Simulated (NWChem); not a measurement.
**P2 (SMILES P#P): levels of theory compared**

We compute a comparison of 4 runs (HF/STO-3G, HF/3-21G, B3LYP/6-31G*) of P2. 

The calculation is run with NWChem 7.3.0.

1 further run of the same task is left out (set aside as unsound or not needed).

## 1. The molecule

P2 has 2 atoms, charge 0, and is taken as a singlet. As SMILES, `P#P`. Geometry: the measured bond length.

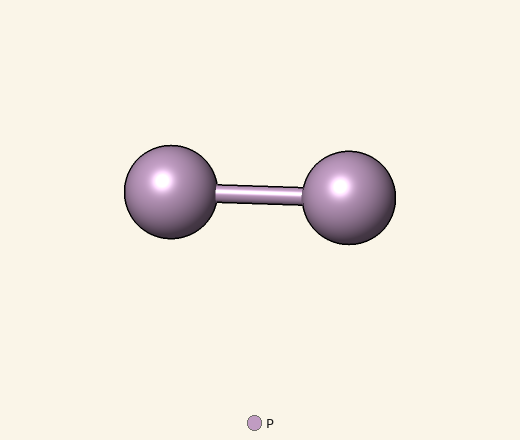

The structure, seen from a chosen angle (phosphorus pink).

## 2. Energy and forces at HF/STO-3G (run 1)

The input, struct.nw:

```
start struct
title "P2 gradient"
memory total 2200 mb
charge 0

geometry units angstroms noautosym nocenter noautoz
  P     0.000000    0.000000    0.000000
  P     0.000000    0.000000    1.893400
end

basis spherical bse
  P library STO-3G
end

scf
  thresh 1e-08
  maxiter 80
  print medium
end

task scf gradient
```

On the command line:

```bash
nwchem struct.nw > struct.out
```

Output:

```text
[...]
  functions       =    18
[...]
  wavefunction    = RHF
[...]
         Total SCF energy =   -673.755909597774
      One-electron energy =  -1065.970131640574
      Two-electron energy =    329.330055450990
 Nuclear repulsion energy =     62.884166591809
        Time for solution =      0.1s
[...]
                         RHF ENERGY GRADIENTS
    atom               coordinates                        gradient
                 x          y          z           x          y          z
   1 P       0.000000   0.000000   0.000000    0.000000   0.000000  -0.093763
   2 P       0.000000   0.000000   3.578007   -0.000000  -0.000000   0.093763
[...]
```

Wall time 0.79 s (1 thread of Intel Xeon Platinum 8488C (Sapphire Rapids), shared host); peak memory 0.1 GiB.

## 3. Energy and forces at HF/3-21G (run 2)

The input, run.py:

```python
from ase import Atoms
from ase.calculators.nwchem import NWChem

system = Atoms('PP', positions=[
    [0.000000, 0.000000, 0.000000],
    [0.000000, 0.000000, 1.893400],
])

calc = NWChem(
    label='nw',
    theory='scf',
    memory='2200 mb',
    basis='3-21G',
    basispar='spherical bse',
    scf={'nopen': '0', 'rhf': None, 'thresh': '1e-08', 'maxiter': '80'},
)
system.calc = calc

forces = system.get_forces()
print(f"energy = {system.get_potential_energy():.6f} eV")
print("forces (eV/A):")
for s, f in zip(system.symbols, forces):
    print(f"{s:2s} {f[0]:10.5f} {f[1]:10.5f} {f[2]:10.5f}")
print("dipole (e A):", system.get_dipole_moment().round(4))
```

On the command line:

```bash
export ASE_NWCHEM_COMMAND="nwchem PREFIX.nwi > PREFIX.nwo"
python run.py
```

Output:

```text
energy = -18448.674549 eV
forces (eV/A):
P    -0.00000    0.00000   -1.42650
P     0.00000   -0.00000    1.42650
dipole (e A): [-0.  0.  0.]
```

The calculator wrote nw.nwi:

```
title "nw"

permanent_dir nw

scratch_dir nw

start nw

geometry units angstrom nocenter noautosym noautoz
  P  0.0000000000000000e+00 0.0000000000000000e+00 0.0000000000000000e+00
  P  0.0000000000000000e+00 0.0000000000000000e+00 1.8934000000000000e+00
end

memory 2200 mb

basis spherical bse noprint
   * library 3-21G
end

scf
  nopen 0
  rhf
  thresh 1e-08
  maxiter 80
end

task scf gradient
```

nw.nwo, shortened:

```text
[...]
      One-electron energy =  -1064.016310055551
[... 1 line left out ...]
 Nuclear repulsion energy =     62.884166591809
[... 33 lines left out ...]
                       ROHF Final Molecular Orbital Analysis
[... 176 lines left out ...]
       Multipole analysis of the density wrt the origin
[...]
  wavefunction    =   RHF
                         RHF ENERGY GRADIENTS
    atom               coordinates                        gradient
                 x          y          z           x          y          z
   1 P       0.000000   0.000000   0.000000    0.000000  -0.000000   0.027741
   2 P       0.000000   0.000000   3.578007   -0.000000   0.000000  -0.027741
[...]
```

It took 1.4 s on 1 thread of Intel Xeon Platinum 8488C (Sapphire Rapids), shared host; peak memory 0.1 GiB.

Run 3 isn't shown in full; the table further down has it.

## 4. Energy and forces at B3LYP/6-31G(d) (Cartesian functions) (run 4)

The input, mol.xyz:

```xyz
2
P2 B3LYP
P      0.000000     0.000000     0.000000
P      0.000000     0.000000     1.893400
```

The input, run.py:

```python
from ase.io import read
from ase.calculators.nwchem import NWChem

atoms = read('mol.xyz')

calc = NWChem(
    label='mol',
    theory='dft',
    memory='2200 mb',
    basis='6-31G*',
    dft={'xc': 'b3lyp', 'mult': '1', 'grid': 'xfine', 'convergence': 'energy 1e-08', 'iterations': '100', 'mulliken': None},
)
atoms.calc = calc

forces = atoms.get_forces()
e = atoms.get_potential_energy()
print(f"E = {e:.6f} eV")
print("forces (eV/A):")
for s, f in zip(atoms.symbols, forces):
    print(f"{s:2s} {f[0]:10.5f} {f[1]:10.5f} {f[2]:10.5f}")
print("dipole (e A):", atoms.get_dipole_moment().round(4))
```

On the command line:

```bash
export ASE_NWCHEM_COMMAND="nwchem PREFIX.nwi > PREFIX.nwo"
python run.py
```

Output:

```text
E = -18576.910173 eV
forces (eV/A):
P    -0.00000   -0.00000   -0.40973
P     0.00000    0.00000    0.40973
dipole (e A): [ 0.  0. -0.]
```

The calculator wrote mol.nwi:

```
title "mol"

permanent_dir mol

scratch_dir mol

start mol

geometry units angstrom nocenter noautosym noautoz
  P  0.0000000000000000e+00 0.0000000000000000e+00 0.0000000000000000e+00
  P  0.0000000000000000e+00 0.0000000000000000e+00 1.8934000000000000e+00
end

memory 2200 mb

basis noprint
   * library 6-31G*
end

dft
  xc b3lyp
  mult 1
  grid xfine
  convergence energy 1e-08
  iterations 100
  mulliken
end

task dft gradient
```

mol.nwo, shortened:

```text
[...]
         Total DFT energy =     -682.688862522189
[...]
  wavefunction    = closed shell
                         DFT ENERGY GRADIENTS
    atom               coordinates                        gradient
                 x          y          z           x          y          z
   1 P       0.000000   0.000000   0.000000    0.000000   0.000000   0.007968
   2 P       0.000000   0.000000   3.578007   -0.000000  -0.000000  -0.007968
[...]
```

Run time: 5.4 s. Hardware: 1 thread of Intel Xeon Platinum 8488C (Sapphire Rapids), shared host; peak memory 0.12 GiB.

## 5. The series

```
run                               level  iteration cap  module  energy (Eh)  dipole moment (D)  HOMO energy (eV)  LUMO energy (eV)  wall time
  1                           HF/STO-3G             80     scf  -673.755910               0.00             -5.77              6.32     0.79 s
  2                            HF/3-21G             80     scf  -677.976290               0.00            -10.48              0.32      1.4 s
  3  B3LYP/6-31G* (spherical functions)            100     dft  -682.683867                  –                 –                 –      4.8 s
  4  B3LYP/6-31G* (Cartesian functions)            100     dft  -682.688863               0.00             -7.85             -2.70      5.4 s
```

## 6. Results

| quantity | value |
| --- | --- |
| run 4: total energy | -682.68886 Eh |
| run 4: dipole moment | 0.00 D |
| run 4: HOMO energy | -7.85 eV |
| run 4: LUMO energy | -2.70 eV |
| run 4: HOMO–LUMO gap | 5.14 eV |
| run 4: largest force on an atom | 0.410 eV/Å |

**Reading.** Over runs 1, 2, 4 the HOMO–LUMO gap runs from 5.14 eV (B3LYP/6-31G*) to 12.09 eV (HF/STO-3G). The two ends differ in method and basis. In run 1 the basis is minimal, so the values are rough. All runs together took 12 s, the longest 5.4 s.
